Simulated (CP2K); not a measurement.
# CH6BFSSi (SMILES B[SiH](F)SC): a first try and a second

Wanted: energy and gradient of CH6BFSSi, GFN2-xTB.

The calculation is run with CP2K 2026.2.

3 further runs of the same task are left out: 3 set aside as unsound or not needed.

**1. The molecule**

CH6BFSSi has 11 atoms, charge 0, and is taken as a singlet. As SMILES, `B[SiH](F)SC`. The shape comes from a force field and isn't a relaxed structure. This is one conformer, not always the lowest.

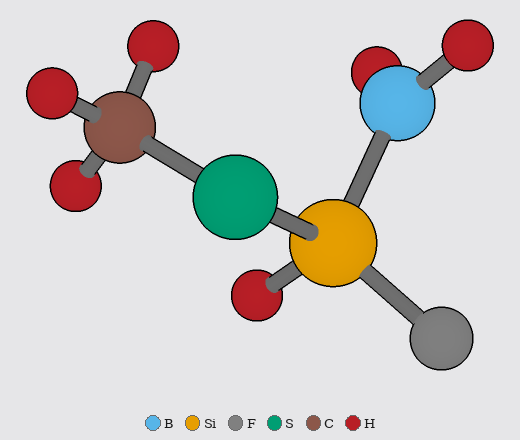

Viewed from a chosen angle; boron blue, silicon amber, fluorine grey, sulfur teal, carbon brown, hydrogen red.

**2. The input as first written**

molecule.xyz

```xyz
11

B     -0.821100     1.648800    -0.180700
Si    -0.557700     0.014600    -1.118200
F     -0.746200     0.265200    -2.791500
S      1.509500    -0.678600    -0.694600
C      1.070200    -1.130300     1.020100
H     -0.175900     2.640800    -0.408300
H     -1.716100     1.777800     0.602100
H     -1.502300    -0.963600    -0.685500
H      0.771000    -0.202000     1.648800
H      1.709500    -0.678600    -0.694600
H      0.250600    -1.883400     1.101500
```

gas.inp

```
&GLOBAL
  PROJECT gas
  RUN_TYPE ENERGY_FORCE
  PRINT_LEVEL MEDIUM
&END GLOBAL
&FORCE_EVAL
  METHOD QUICKSTEP
  &DFT
    &QS
      METHOD XTB
      EPS_DEFAULT 1.0E-10
      &XTB
        GFN_TYPE TBLITE
        &TBLITE
          METHOD GFN2
        &END TBLITE
        CHECK_ATOMIC_CHARGES F
      &END XTB
    &END QS
    &POISSON
      PERIODIC NONE
      POISSON_SOLVER ANALYTIC
    &END POISSON
    # SCF settings
    &SCF
      SCF_GUESS ATOMIC
      EPS_SCF 1.0E-06
      MAX_SCF 92
      ADDED_MOS 2
      &DIAGONALIZATION
        ALGORITHM STANDARD
      &END DIAGONALIZATION
      &MIXING
        METHOD DIRECT_P_MIXING
        ALPHA 0.4
      &END MIXING
      &SMEAR ON
        METHOD FERMI_DIRAC
        ELECTRONIC_TEMPERATURE [K] 300
      &END SMEAR
    &END SCF
    &PRINT
      &MOMENTS
        PERIODIC F
        REFERENCE COM
        MAX_MOMENT 1
      &END MOMENTS
      &MO ON
        ENERGIES T
        OCCUPATION_NUMBERS T
        NDIGITS 6
        &EACH
          QS_SCF 0
        &END EACH
        ADD_LAST NUMERIC
      &END MO
      &HIRSHFELD OFF
      &END HIRSHFELD
    &END PRINT
  &END DFT
  # structure
  &SUBSYS
    # vacuum box
    &CELL
      ABC 11.4 12.5 12.4
      PERIODIC NONE
    &END CELL
    &TOPOLOGY
      COORD_FILE_NAME molecule.xyz
      COORD_FILE_FORMAT XYZ
      &CENTER_COORDINATES
      &END CENTER_COORDINATES
    &END TOPOLOGY
  &END SUBSYS
  &PRINT
    &FORCES ON
    &END FORCES
  &END PRINT
&END FORCE_EVAL
```

The run is started by

```bash
$ OMP_NUM_THREADS=1 cp2k.psmp -i gas.inp > gas.out 2>&1
```

What it wrote:

```text
CP2K| version string:                                       CP2K version 2026.2
[...]
 GLOBAL| Method name                                                        CP2K
[...]
 GLOBAL| Run type                                                   ENERGY_FORCE
[...]
                             - Atoms:                                         11
[...]
                             - Spherical basis functions:                     36
[...]
 *** WARNING in particle_methods.F:720 :: The distance between the atoms 4 ***
 *** and 10 is only 0.200 angstrom and thus smaller than the threshold of  ***
 *** 0.500 angstrom                                                        ***
[...]
 Number of electrons:                                                         30
[...]
  *** SCF run converged in    34 steps ***
[...]
  Fermi energy:                                                -0.31757942158369
[...]
 TB_DIPOLE| Moment [Debye]         -0.96143417       0.80210073      -0.47914210
 TB_DIPOLE| Derivative [a.u.]       0.00000000       0.00000000       0.00000000
[...]
 ENERGY| Total FORCE_EVAL ( QS ) energy [hartree]             13.927051312884387
 FORCES| Atomic forces [hartree/bohr]
 FORCES|   Atom     x               y               z               |f|
 FORCES|      1  1.03384704E-03  2.88856124E-02  1.17130774E-02   3.11872350E-02
 FORCES|      2  6.15208095E-03  1.27868417E-02 -1.89417624E-02   2.36673146E-02
 FORCES|      3  5.69281949E-03 -1.06857798E-02  2.69020820E-02   2.95011203E-02
 FORCES|      4 -1.24571051E+02 -8.78320370E-03  1.01912578E-02   1.24571052E+02
 FORCES|      5 -1.26106347E-02  1.62914499E-02  2.29090466E-02   3.08101260E-02
 FORCES|      6 -6.31200180E-03 -1.17871238E-02  4.99549211E-03   1.42734928E-02
 FORCES|      7  8.34054902E-03 -1.48370247E-03 -9.05267585E-03   1.23982689E-02
 FORCES|      8 -1.65178411E-03 -1.93686897E-02 -6.97424096E-03   2.06522291E-02
 FORCES|      9  7.14679378E-03 -2.12803288E-02 -2.33403261E-02   3.23836360E-02
 FORCES|     10  1.24552580E+02  3.98122129E-03 -9.60447131E-03   1.24552580E+02
 FORCES|     11  1.06801319E-02  1.14437031E-02 -8.79747925E-03   1.79560352E-02
 FORCES| Sum     1.10900872E-14  9.02056208E-17  1.38777878E-17
 FORCES| Total atomic force                                       1.10904627E-14
[...]
```

Wall time 0.48 s (1 thread of Arm Neoverse N1, shared host); peak memory 0.14 GiB.

**3. Diagnosis**

The program ended normally, but the settings are unsound, so its numbers aren't properties of the molecule.

The fault: two atoms lie on top of or far too near each other. As the program read them, the closest atoms are 0.20 Å apart, against 1.12 Å in the sound input.

**4. Second attempt**

molecule.xyz, as its differences from that of step 2:

```diff
@@ -11,3 +11,3 @@
 H      0.771000    -0.202000     1.648800
-H      1.709500    -0.678600    -0.694600
+H      1.983300    -1.546300     1.526900
 H      0.250600    -1.883400     1.101500
```

job.inp

```
&GLOBAL
  PROJECT_NAME job
  RUN_TYPE ENERGY_FORCE
  PRINT_LEVEL MEDIUM
&END GLOBAL

&FORCE_EVAL
  METHOD QUICKSTEP
  &DFT
    &QS
      METHOD XTB
      EPS_DEFAULT 1.0E-10
      &XTB
        GFN_TYPE TBLITE
        &TBLITE
          METHOD GFN2
        &END TBLITE
        CHECK_ATOMIC_CHARGES F
      &END XTB
    &END QS
    &POISSON
      PERIODIC NONE
      POISSON_SOLVER ANALYTIC
    &END POISSON
    ! self-consistent field
    &SCF
      SCF_GUESS ATOMIC
      EPS_SCF 1.0E-06
      MAX_SCF 150
      ADDED_MOS 2
      &DIAGONALIZATION
        ALGORITHM STANDARD
      &END DIAGONALIZATION
      &MIXING
        METHOD DIRECT_P_MIXING
        ALPHA 0.4
      &END MIXING
      &SMEAR ON
        METHOD FERMI_DIRAC
        ELECTRONIC_TEMPERATURE [K] 300
      &END SMEAR
    &END SCF
    ! extra output
    &PRINT
      &MOMENTS
        PERIODIC F
        REFERENCE COM
        MAX_MOMENT 1
      &END MOMENTS
      &MO ON
        ENERGIES T
        OCCUPATION_NUMBERS T
        NDIGITS 6
        &EACH
          QS_SCF 0
        &END EACH
        ADD_LAST NUMERIC
      &END MO
      &HIRSHFELD OFF
      &END HIRSHFELD
    &END PRINT
  &END DFT
  &SUBSYS
    &CELL
      ABC 11.7 12.5 12.4
      PERIODIC NONE
    &END CELL
    &TOPOLOGY
      COORD_FILE_NAME molecule.xyz
      COORD_FILE_FORMAT XYZ
      &CENTER_COORDINATES
      &END CENTER_COORDINATES
    &END TOPOLOGY
  &END SUBSYS
  ! extra output
  &PRINT
    &FORCES ON
    &END FORCES
  &END PRINT
&END FORCE_EVAL
```

The run is started by

```bash
$ OMP_NUM_THREADS=1 cp2k.psmp -i job.inp -o job.out
```

What it wrote:

```text
CP2K| version string:                                       CP2K version 2026.2
[...]
 GLOBAL| Method name                                                        CP2K
[...]
 GLOBAL| Run type                                                   ENERGY_FORCE
[...]
                             - Atoms:                                         11
[...]
                             - Spherical basis functions:                     36
[...]
 Number of electrons:                                                         30
[...]
  *** SCF run converged in    21 steps ***
[...]
  Fermi energy:                                                -0.34261426343915
[...]
 TB_DIPOLE| Moment [Debye]         -1.78732730       0.36613777       2.51784109
 TB_DIPOLE| Derivative [a.u.]       0.00000000       0.00000000       0.00000000
[...]
 ENERGY| Total FORCE_EVAL ( QS ) energy [hartree]            -16.177589354131232
 FORCES| Atomic forces [hartree/bohr]
 FORCES|   Atom     x               y               z               |f|
 FORCES|      1 -4.11350263E-03  3.52668572E-02  6.88720184E-03   3.61677435E-02
 FORCES|      2  1.47901097E-02  7.54571554E-03 -3.29619358E-02   3.69076466E-02
 FORCES|      3  4.33596716E-03 -9.28003559E-03  3.21025395E-02   3.36970728E-02
 FORCES|      4 -1.98900455E-02 -2.36185501E-03  5.28781336E-03   2.07160141E-02
 FORCES|      5  2.16254069E-03  9.02526344E-03  3.56991047E-02   3.68857430E-02
 FORCES|      6 -7.39052492E-03 -1.22273568E-02  4.43871136E-03   1.49609582E-02
 FORCES|      7  1.08901015E-02 -2.00373689E-03 -5.25990246E-03   1.22587049E-02
 FORCES|      8 -6.21031361E-03 -1.85165983E-02 -4.65251249E-03   2.00768095E-02
 FORCES|      9  7.71153213E-03 -2.58971055E-02 -2.22261055E-02   3.49875344E-02
 FORCES|     10 -1.58567770E-02  6.31988359E-03 -1.31660054E-02   2.15574118E-02
 FORCES|     11  1.35709124E-02  1.21289683E-02 -6.14890914E-03   1.92117313E-02
 FORCES| Sum    -1.42247325E-16 -6.41847686E-17 -2.60208521E-16
 FORCES| Total atomic force                                       3.03417964E-16
[...]
```

Run time: 0.46 s. Hardware: 1 thread of Arm Neoverse N1, shared host; peak memory 0.14 GiB.

**5. Results**

Level: GFN2-xTB.

```
                                 quantity         value
                             total energy  -16.17759 Eh
dipole moment (from atomic charges alone)        3.11 D
                              HOMO energy     -10.01 eV
                              LUMO energy      -8.64 eV
                            HOMO–LUMO gap       1.37 eV
                 largest force on an atom    1.898 eV/Å
```

**Reading.** The first attempt's energy was +819.189 eV off this one. The dipole comes from point charges on the atoms alone, without atomic dipoles, so it is partial. The largest force is 1.90 eV/Å: the shape isn't a stationary point for this species at this level.
